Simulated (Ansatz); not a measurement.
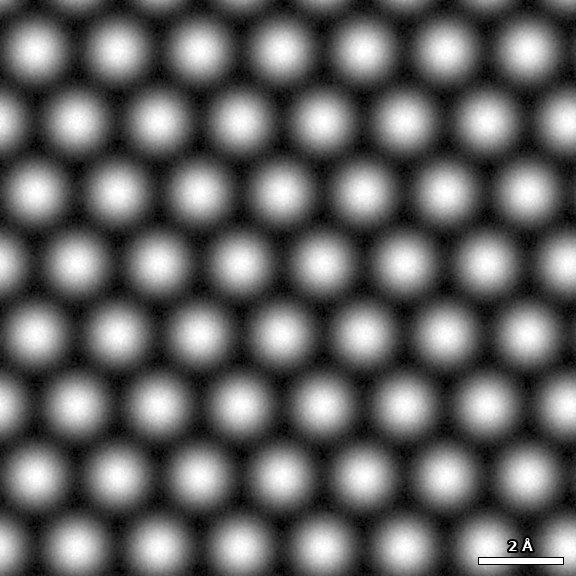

HAADF-like image of a crystal. Simulation: incoherent imaging, intensity Z^1.7 per atom, probe width 0.99 Å, thin sample. The probe carries 25 % of its weight in a tail 2.5 times as wide. The display is stretched by a gamma of 0.65; percentages refer to the linear signal. Shot noise was added.

**Give the net of the columns and its spacings.**

The pattern repeats on a hexagonal net with a repeat of 2.0 Å.

**What is the plane group of the image?**

p6mm: sixfold points with mirror lines through them.

**How many columns does the smallest repeating cell hold, and how many levels of brightness?**

1 column in the primitive cell of 3.4 Å², all of one brightness.

The crystal is RhC2 (Fm-3m, No. 225) seen along [111]. Atomic positions: the geometry given to an electronic-structure calculation, possibly off equilibrium; the starting structure was generated, so it need not be a known form of this composition.
